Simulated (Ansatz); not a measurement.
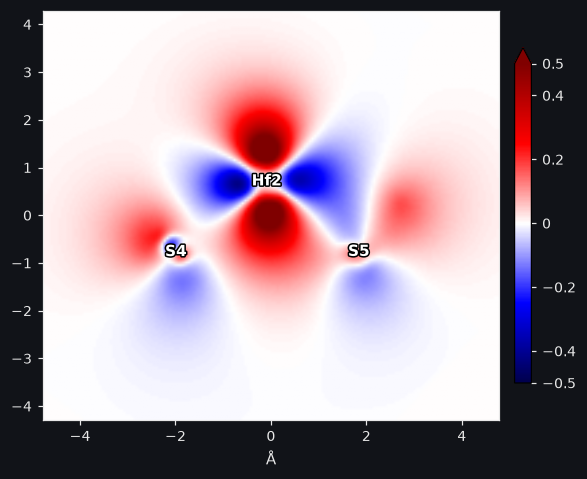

Figure. ClH₃HfS₃ (SMILES [SH][Hf]([SH])([SH])[Cl]). The LUMO on the plane of atoms S4, Hf2 and S5 (values in Å⁻³ᐟ²; the overall sign is arbitrary).

Geometry: PBE0-D4/def2-SVP; core potentials replace the inner electrons of Hf.

Computed with isolated molecule in a Gaussian basis; Kohn-Sham density functional theory, functional PBE0 (Ansatz 0.2.0).

```json
{"atom": "Cl", "x (Å)": "-3.1533", "y (Å)": "-0.0340", "z (Å)": "-0.8964"}
{"atom": "Hf", "x (Å)": "-1.3483", "y (Å)": "-0.4637", "z (Å)": "0.5389"}
{"atom": "S", "x (Å)": "0.4344", "y (Å)": "1.1557", "z (Å)": "0.2785"}
{"atom": "S", "x (Å)": "-0.3351", "y (Å)": "-2.6253", "z (Å)": "0.1650"}
{"atom": "S", "x (Å)": "-2.0343", "y (Å)": "-0.4993", "z (Å)": "2.8654"}
{"atom": "H", "x (Å)": "0.7167", "y (Å)": "1.0883", "z (Å)": "1.6026"}
{"atom": "H", "x (Å)": "-1.5470", "y (Å)": "-3.2365", "z (Å)": "0.1858"}
{"atom": "H", "x (Å)": "-2.8068", "y (Å)": "0.6046", "z (Å)": "2.7022"}
```

Where does this orbital lie, and at what energy?

Answer. Its weight (Hirshfeld) is mainly on Hf2 (about 60 %), S4 (about 10 %), S3 (about 10 %), S5 (about 10 %) and Cl1 (about 5 %). Its energy is −2.16 eV.
